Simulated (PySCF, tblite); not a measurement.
**C6H7F2 radical: geometry, infrared bands and EPR parameters**

Aim: predict the infrared bands and EPR parameters of C6H7F2 radical (`C=C[C@@H]1[CH][C@@H]1C(F)F`).

Computed with tblite 0.8.0 and PySCF 2.14.0, with density-fitted response routines of our own, on a single molecule in the gas phase. Atoms are numbered from 0 throughout.

## Step 1: The molecule as given

15 atoms, charge 0, multiplicity 2; geometry from: force field or distance geometry start.

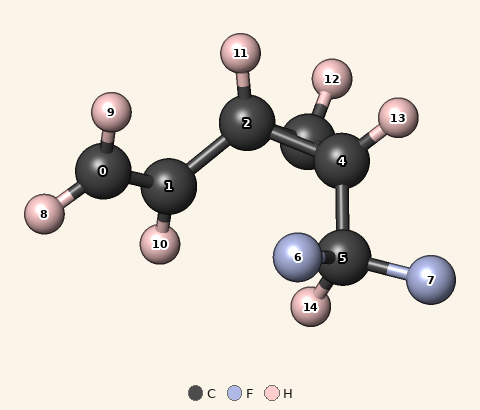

The starting geometry (carbon dark grey, fluorine light blue, hydrogen pink), atoms numbered.

## Step 2: Geometry optimisation with GFN2-xTB

What the job is given:

```
{"job": {"kind": "relax", "xc": "GFN2-xTB", "basis": "xTB"}, "charge": 0, "multiplicity": 2}
C      2.012800     0.715300     0.955300
C      1.278600     0.284700    -0.082900
C      0.337800    -0.853600     0.114800
C     -0.273000    -1.336100    -1.176300
C     -1.135000    -0.614700    -0.166400
C     -1.497300     0.831500    -0.397800
F     -1.154500     1.511600     0.754700
F     -2.848700     0.903500    -0.527900
H      2.719300     1.531000     0.888700
H      1.865100     0.220500     1.935100
H      1.432100     0.784000    -1.022400
H      0.488400    -1.547400     0.959000
H     -0.345900    -2.445700    -1.232800
H     -1.907200    -1.254300     0.259200
H     -0.976900     1.277600    -1.282300
```

The run is started by

```console
$ OMP_NUM_THREADS=1 python probes_run.py task.json out
```

The driver reads the jobs from task.json and runs them one after another.

The program printed:

```text
step      E/eV     max force
  0    -699.60376    2.752
  1    -699.83248    1.571
  2    -699.94448    1.093
  3    -699.99399    0.863
  4    -700.04111    0.526
  5    -700.07164    0.470
  6    -700.09182    0.347
  7    -700.10270    0.353
  8    -700.11223    0.260
  9    -700.12048    0.205
 10    -700.12649    0.185
 11    -700.13206    0.187
 12    -700.13871    0.237
 13    -700.14650    0.290
 14    -700.15355    0.210
 15    -700.15881    0.195
 16    -700.16322    0.161
 17    -700.16686    0.150
 18    -700.16948    0.124
 19    -700.17148    0.107
 20    -700.17306    0.100
 21    -700.17427    0.093
 22    -700.17509    0.082
 23    -700.17576    0.060
 24    -700.17643    0.072
 25    -700.17705    0.056
 26    -700.17756    0.065
 27    -700.17802    0.057
 28    -700.17853    0.072
 29    -700.17911    0.076
 30    -700.17970    0.060
 31    -700.18026    0.062
 32    -700.18086    0.067
 33    -700.18155    0.094
 34    -700.18222    0.087
 35    -700.18278    0.059
 36    -700.18324    0.067
 37    -700.18365    0.049
 38    -700.18402    0.058
 39    -700.18436    0.047
 40    -700.18475    0.080
 41    -700.18526    0.091
 42    -700.18585    0.070
 43    -700.18636    0.055
 44    -700.18677    0.064
 45    -700.18719    0.077
 46    -700.18769    0.076
 47    -700.18818    0.067
 48    -700.18858    0.044
 49    -700.18894    0.062
 50    -700.18940    0.093
 51    -700.18998    0.092
 52    -700.19053    0.056
 53    -700.19091    0.045
 54    -700.19125    0.045
 55    -700.19169    0.071
 56    -700.19227    0.099
 57    -700.19286    0.094
 58    -700.19348    0.083
 59    -700.19417    0.073
 60    -700.19495    0.075
 61    -700.19552    0.078
 62    -700.19594    0.041
 63    -700.19614    0.037
 64    -700.19632    0.036
 65    -700.19646    0.050
 66    -700.19661    0.042
 67    -700.19672    0.020
 68    -700.19680    0.022
 69    -700.19686    0.023
 70    -700.19692    0.016
 71    -700.19696    0.018
 72    -700.19698    0.016
 73    -700.19701    0.012
 74    -700.19703    0.010
```

It took 0.31 s on 1 thread of Arm Neoverse V2, shared host.

Along the way: (not every step is listed)

| step | energy from step 0 (eV) | largest force (eV/Å) |
| --- | --- | --- |
| 0 | 0.0000 | 2.7522 |
| 1 | -0.2287 | 1.5709 |
| 2 | -0.3407 | 1.0930 |
| 3 | -0.3902 | 0.8635 |
| 4 | -0.4374 | 0.5255 |
| 5 | -0.4679 | 0.4698 |
| 6 | -0.4881 | 0.3470 |
| 7 | -0.4989 | 0.3526 |
| 8 | -0.5085 | 0.2596 |
| 14 | -0.5498 | 0.2101 |
| 20 | -0.5693 | 0.0996 |
| 26 | -0.5738 | 0.0649 |
| 32 | -0.5771 | 0.0674 |
| 38 | -0.5803 | 0.0579 |
| 44 | -0.5830 | 0.0641 |
| 50 | -0.5856 | 0.0931 |
| 56 | -0.5885 | 0.0991 |
| 62 | -0.5922 | 0.0406 |
| 68 | -0.5930 | 0.0222 |
| 69 | -0.5931 | 0.0229 |
| 70 | -0.5932 | 0.0163 |
| 71 | -0.5932 | 0.0182 |
| 72 | -0.5932 | 0.0162 |
| 73 | -0.5933 | 0.0121 |
| 74 | -0.5933 | 0.0103 |

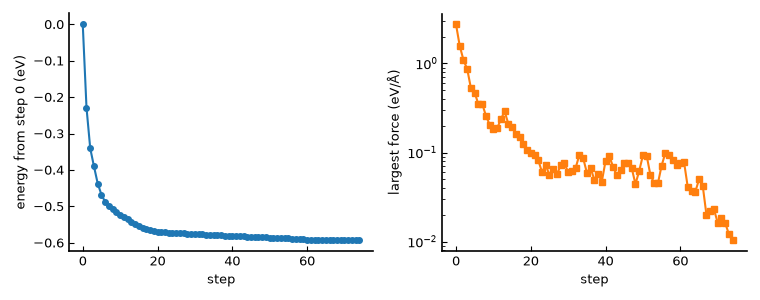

Energy and largest force along the relaxation.

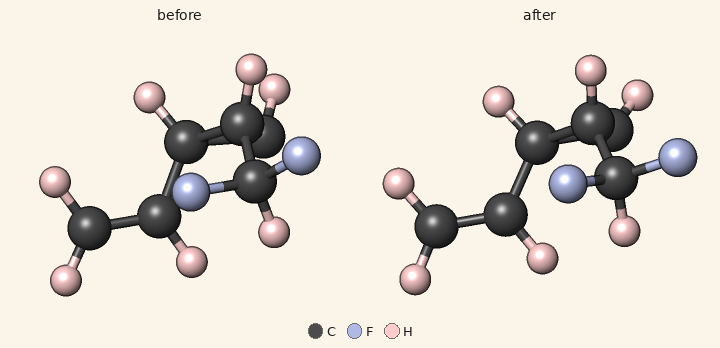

The geometry before (left) and after (right).

Close pairs (by a distance rule), those that changed most:

| bond | before (Å) | after (Å) | change (Å) |
| --- | --- | --- | --- |
| C3–C4 | 1.511 | 1.460 | -0.051 |
| C3–H12 | 1.113 | 1.067 | -0.047 |
| C2–C3 | 1.508 | 1.463 | -0.045 |
| C0–H9 | 1.108 | 1.077 | -0.030 |
| C5–F6 | 1.381 | 1.358 | -0.023 |
| C2–C4 | 1.518 | 1.539 | +0.021 |
| C0–C1 | 1.343 | 1.322 | -0.021 |
| C5–H14 | 1.119 | 1.099 | -0.020 |

The next job starts from the end point, and lists it.

## Step 3: Harmonic vibrations with GFN2-xTB

What the job is given:

```
{"job": {"kind": "ir", "xc": "GFN2-xTB", "basis": "xTB"}, "charge": 0, "multiplicity": 2}
C      2.217376     0.591076     0.979447
C      1.317049     0.315055     0.052111
C      0.360164    -0.806798     0.156035
C     -0.315702    -1.361407    -1.016716
C     -1.139874    -0.576992    -0.101227
C     -1.628307     0.797896    -0.481039
F     -1.748240     1.591651     0.614589
F     -2.874626     0.720089    -1.015537
H      2.909623     1.406988     0.869402
H      2.297257     0.013924     1.885595
H      1.262331     0.907935    -0.849566
H      0.609057    -1.487362     0.970000
H     -0.415889    -2.345342    -1.416534
H     -1.866275    -1.078756     0.537162
H     -0.988357     1.320033    -1.205634
```

The program printed:

```text
mode    cm-1     km/mol
  1      36.9      1.92
  2      58.2      0.26
  3     146.7      0.74
  4     206.5      3.02
  5     283.8      4.70
  6     341.3      9.24
  7     376.1     14.97
  8     414.4     10.96
  9     490.7     10.04
 10     538.0      8.74
 11     609.1     14.33
 12     689.0      4.64
 13     813.7      3.86
 14     847.1      8.85
 15     890.4     10.70
 16     945.3      0.88
 17     998.0      7.26
 18    1001.7     84.33
 19    1016.0     60.91
 20    1020.9    109.74
 21    1052.4     38.22
 22    1094.9    108.81
 23    1103.4     17.01
 24    1143.5     14.73
 25    1205.6     15.30
 26    1231.3      2.05
 27    1254.6     12.12
 28    1285.2     20.07
 29    1292.4     23.58
 30    1403.9      3.26
 31    1439.8      8.89
 32    1697.8     18.81
 33    2911.1     22.95
 34    2951.0     19.14
 35    2969.2     21.71
 36    3074.3     27.17
 37    3107.1     17.45
 38    3138.8     34.46
 39    3178.0     19.97
```

It took 0.31 s on 1 thread of Arm Neoverse V2, shared host.

Which atoms move in the most intense modes:

| cm⁻¹ | km/mol | atoms |
| --- | --- | --- |
| 1002 | 84.3 | C5 35 %, H13 12 %, F7 11 % |
| 1016 | 60.9 | H10 35 %, H9 27 %, C5 12 % |
| 1021 | 109.7 | H13 27 %, C5 25 %, C4 15 % |
| 1052 | 38.2 | C5 31 %, H11 24 %, F7 11 % |
| 1095 | 108.8 | C5 24 %, C4 20 %, H11 10 % |
| 1292 | 23.6 | H10 42 %, H11 13 % |
| 3074 | 27.2 | H10 90 % |
| 3139 | 34.5 | H8 69 %, H9 20 % |

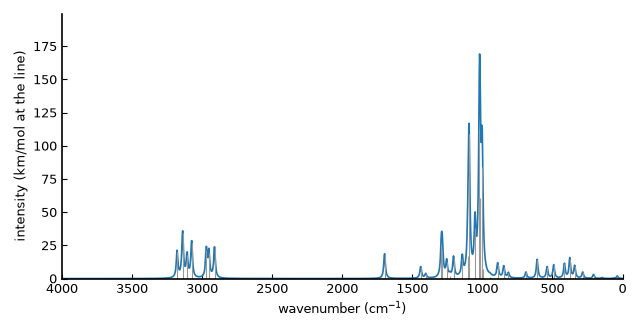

The infrared spectrum from these modes, unscaled. Lines are broadened to a width of 14 cm⁻¹ (Lorentzian).

## Step 4: g tensor and hyperfine couplings: B3LYP/pcH-1

Same as in step 3 but for these lines:

```diff
@@ -1,2 +1,2 @@
-{"job": {"kind": "ir", "xc": "GFN2-xTB", "basis": "xTB"}, "charge": 0, "multiplicity": 2}
+{"job": {"kind": "epr", "basis": "pcH-1"}, "charge": 0, "multiplicity": 2}
 C      2.217376     0.591076     0.979447
```

Method: UKS B3LYP, pcH-1 on C F H, non-relativistic, mean-field spin-orbit, GIAO.

The program printed:

```text
UKS, coarse grid
  cycle   1  E = -432.32658237  |g| = 5.44e-01
  cycle   2  E = -432.22628554  |g| = 8.13e-01
  cycle   3  E = -432.43003334  |g| = 6.58e-02
  cycle   4  E = -432.43146002  |g| = 3.65e-02
  cycle   5  E = -432.43206983  |g| = 1.10e-02
  cycle   6  E = -432.43212556  |g| = 4.65e-03
  cycle   7  E = -432.43213774  |g| = 1.25e-03
  cycle   8  E = -432.43213928  |g| = 6.78e-04
UKS, final grid
  cycle   1  E = -432.43208085  |g| = 8.92e-04
  cycle   2  E = -432.43208052  |g| = 1.27e-03
  cycle   3  E = -432.43208121  |g| = 1.41e-04
  cycle   4  E = -432.43208122  |g| = 5.13e-05
  cycle   5  E = -432.43208122  |g| = 3.77e-05
  cycle   6  E = -432.43208123  |g| = 1.30e-05
E = -432.43208123 Eh   <S^2> = 0.7532 (exact 0.7500)
g shifts (ppm)      1          2          3
  rmc          -148       -148       -148
  gc             27         13         18
  oz_so          39        583        744
  total         -83        448        614
hyperfine (MHz)  atom isotope    a_iso     a_fc   dipolar eigenvalues
    0   13C      -0.46      -0.46     -2.32      0.06      2.26
    1   13C      49.52      49.52     -3.82     -2.45      6.27
    2   13C     -19.34     -19.34     -4.27     -0.05      4.32
    3   13C     255.55     255.55    -77.20    -72.73    149.93
    4   13C     -19.54     -19.54     -4.19     -0.66      4.85
    5   13C      59.45      59.45     -3.89     -3.13      7.02
    6   19F      -5.99      -5.99     -3.70     -3.03      6.73
    7   19F       5.75       5.75    -10.19     -7.77     17.96
    8    1H       1.58       1.58     -1.08     -0.64      1.72
    9    1H       0.17       0.17     -1.41     -1.10      2.51
   10    1H      -2.69      -2.69     -4.96     -2.32      7.28
   11    1H      60.47      60.47     -5.30     -2.07      7.37
   12    1H     -17.61     -17.61    -34.36     -3.97     38.33
   13    1H      58.67      58.67     -5.16     -2.09      7.25
   14    1H      -2.15      -2.15     -4.87     -2.52      7.39
```

Run time: 62 s. Hardware: 1 thread of Arm Neoverse V2, shared host; peak memory 0.97 GiB.

Principal g values 2.00224, 2.00277, 2.00293; g(iso) = 2.00265, against 2.00232 for a free electron.

Hyperfine couplings, nucleus by nucleus at this fixed geometry (no averaging over rotations):

| nuclei | isotope | a(iso) (MHz) | a(iso) (G, at g = 2.0023) | largest dipolar term (MHz) |
| --- | --- | --- | --- | --- |
| C3 | 13C | 255.6 | 91.2 | 149.9 |
| H11 | 1H | 60.5 | 21.6 | 7.4 |
| C5 | 13C | 59.4 | 21.2 | 7.0 |
| H13 | 1H | 58.7 | 20.9 | 7.3 |
| C1 | 13C | 49.5 | 17.7 | 6.3 |
| C4 | 13C | -19.5 | -7.0 | 4.9 |
| C2 | 13C | -19.3 | -6.9 | 4.3 |
| H12 | 1H | -17.6 | -6.3 | 38.3 |
| F6 | 19F | -6.0 | -2.1 | 6.7 |
| F7 | 19F | 5.8 | 2.1 | 18.0 |
| H10 | 1H | -2.7 | -1.0 | 7.3 |
| H14 | 1H | -2.1 | -0.8 | 7.4 |
| H8 | 1H | 1.6 | 0.6 | 1.7 |
| C0 | 13C | -0.5 | -0.2 | -2.3 |

Mulliken spin populations:

C0 -0.01; C1 0.03; C2 -0.03; C3 0.98; C4 -0.04; C5 0.02; F6 0.00; F7 0.00; H8 0.00; H9 0.00; H10 0.00; H11 0.03; H12 -0.02; H13 0.03; H14 0.00

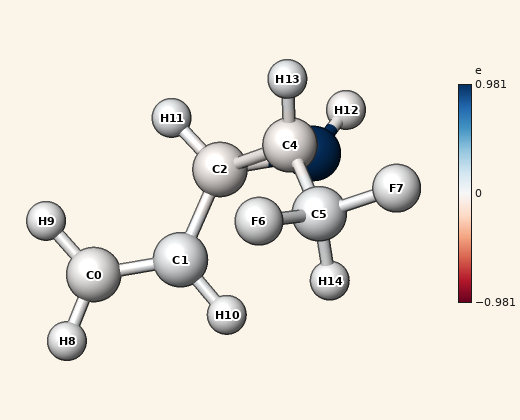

Mulliken spin populations, as colours on the atoms.

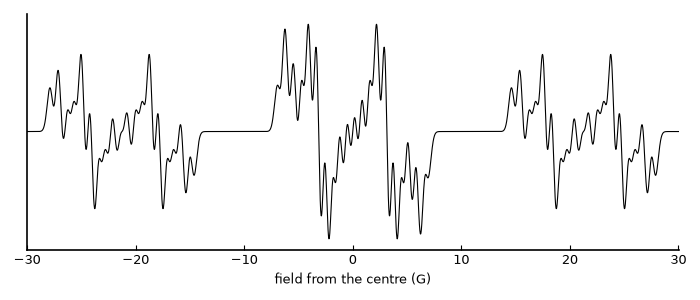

First-order isotropic spectrum (first derivative, main isotopes with spin only, couplings over 0.8 MHz, Gaussian width 0.3 G; couplings of the frozen geometry, rotation of groups not averaged beyond the rows shown).

The fields below are evaluated on a grid from the run's orbitals.

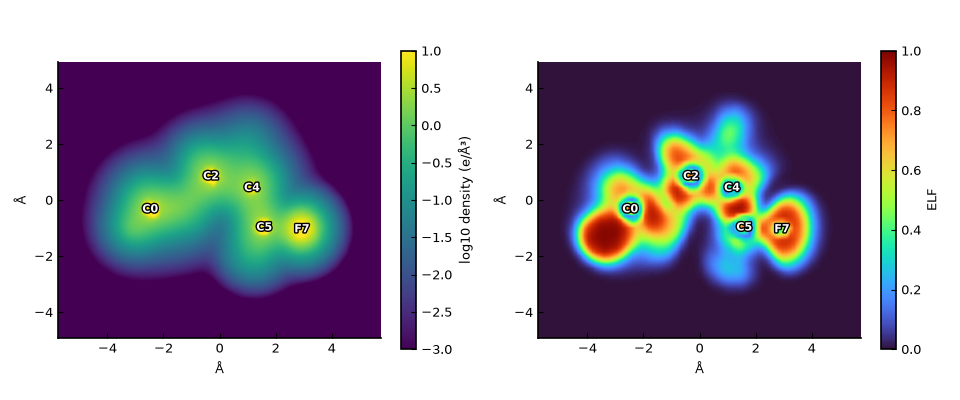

Density (left) and ELF (right) in a plane through or near 5 of the atoms.

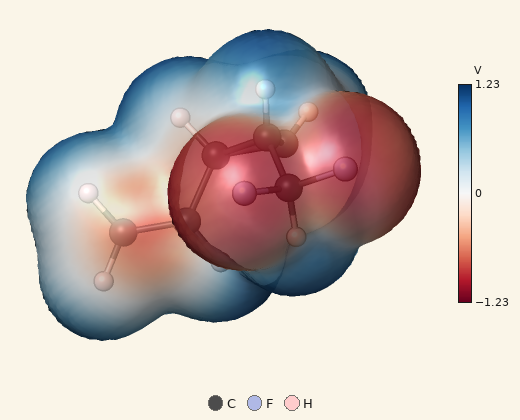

Electrostatic potential on the surface of density 0.002 e/bohr³; red is low, blue high. It runs from -0.97 V near F6 to 1.23 V near H14.

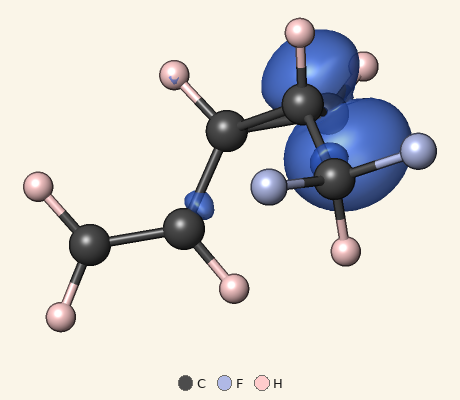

Spin density at ±0.05 e/Å³ (alpha excess blue, beta excess red).

## Step 5: Outcome

| quantity | value |
| --- | --- |
| strongest single infrared mode (GFN2-xTB) | 1021 cm⁻¹, 110 km/mol |
| zero-point energy (GFN2-xTB) | 69.0 kcal/mol |
| g(iso) (B3LYP) | 2.00265 |
| ⟨S²⟩ | 0.753 (exact 0.75) |
| largest a(iso) | 13C on C3, 255.6 MHz |
| potential on the surface of density 0.002 e/bohr³, 1st and 99th percentile | -0.97 V and 1.23 V |

Over 74 steps the energy fell by 0.593 eV; of the close pairs, C3–C4 changed most, 1.511 to 1.460 Å. No mode is imaginary among the 39: a minimum at this level. The strongest single mode, at 1021 cm⁻¹, is spread over many atoms; the largest shares are those of H13, C5. Unscaled tight-binding wavenumbers are off by several per cent, some by more. Its intensities can rank the bands wrongly. Most of the unpaired spin sits on C3 (0.98 e). The isotropic g lies 0.3 ppt above the free-electron value. These values are for one conformer; the search (at its own cheap level) found 2 more, at 1.16, 1.56 kcal/mol, and measured spectra average over such forms.
